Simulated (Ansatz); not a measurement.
**C₂H₂FGaS: small, medium and large basis sets**

Aim: see how fast density functionals converge with the basis set for C₂H₂FGaS.

Computed with Ansatz 0.2.0, Gaussian basis. Level: one geometry, several basis sets.

The runs, in order: PBE0-D4/def2-SVP; ωB97M-V/def2-SVP; PBE0-D4/def2-QZVPP; ωB97M-V/def2-QZVPP; the functionals' def2-TZVPP values are taken from earlier runs.

## 1. The relaxed structure

All runs share one geometry, relaxed beforehand with PBE0-D4 in a triple-zeta def2 set.

SMILES `C#C[S][GaH][F]`, 7 atoms, charge 0, spin multiplicity 1.

Atoms are counted from 1 here; the program's logs count them from 0.

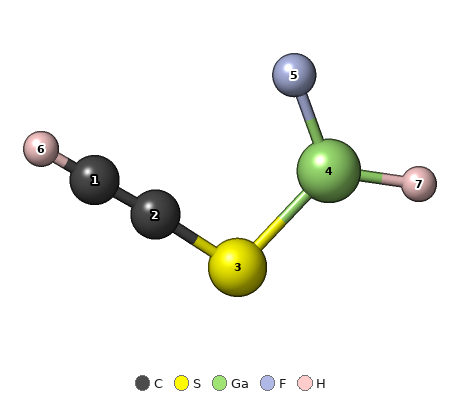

The geometry (carbon dark grey, sulfur yellow, gallium green, fluorine light blue, hydrogen pink); atoms are numbered from 1 in the order of the file.

As a file:

```mol
C2H2FGaS
  3D, bonds by distance, orders not assigned

  7  6  0  0  0  0  0  0  0  0999 V2000
   -0.0614    0.4192    2.1545 C   0  0
    0.3687   -0.2228    1.2324 C   0  0
    1.0200   -1.1680    0.0051 S   0  0
    0.0028   -0.2857   -1.7445 Ga  0  0
   -1.0956    1.0275   -1.4085 F   0  0
   -0.4489    0.9940    2.9619 H   0  0
    0.2144   -0.7643   -3.2009 H   0  0
  1  2  8  0
  2  3  8  0
  3  4  8  0
  4  5  8  0
  1  6  8  0
  4  7  8  0
M  END
```

## 2. PBE0-D4 in def2-SVP

Contents of in.yaml:

```yaml
crystal:
  periodic: [false, false, false]
  atoms:
    - {symbol: C, position_ang: [-0.061374, 0.419249, 2.154505]}
    - {symbol: C, position_ang: [0.368654, -0.222835, 1.232354]}
    - {symbol: S, position_ang: [1.019953, -1.167956, 0.005144]}
    - {symbol: Ga, position_ang: [0.002770, -0.285715, -1.744547]}
    - {symbol: F, position_ang: [-1.095597, 1.027532, -1.408511]}
    - {symbol: H, position_ang: [-0.448851, 0.993994, 2.961933]}
    - {symbol: H, position_ang: [0.214434, -0.764279, -3.200887]}
basis:
  gaussian: {orbitals: def2-SVP}
hamiltonian: {xc: pbe0, dispersion: d4}
output: {orbitals: {seedname: orbitals}}
```

Launch:

```sh
ansatz run in.yaml --threads 4 --pin off --events-out ev --progress --plain --max-ram 10444MiB
```

After this run come: ωB97M-V in def2-SVP; PBE0-D4 in def2-QZVPP; ωB97M-V in def2-QZVPP.

Before running them: what should the planned runs give, taken together? Wanted: PBE0-D4: double and triple zeta above quadruple; ωB97M-V: double and triple zeta above quadruple.

**Answer**, as computed:

| quantity | value |
| --- | --- |
| PBE0-D4: double and triple zeta above quadruple | 18.09, 1.79 eV |
| ωB97M-V: double and triple zeta above quadruple | 18.09, 1.70 eV |

**Reading.** For PBE0-D4 the step from double to triple zeta gains 16.30 eV and the next only 1.79 eV. These are total energies; as a rule much of such shifts cancels in differences, which this series doesn't test.
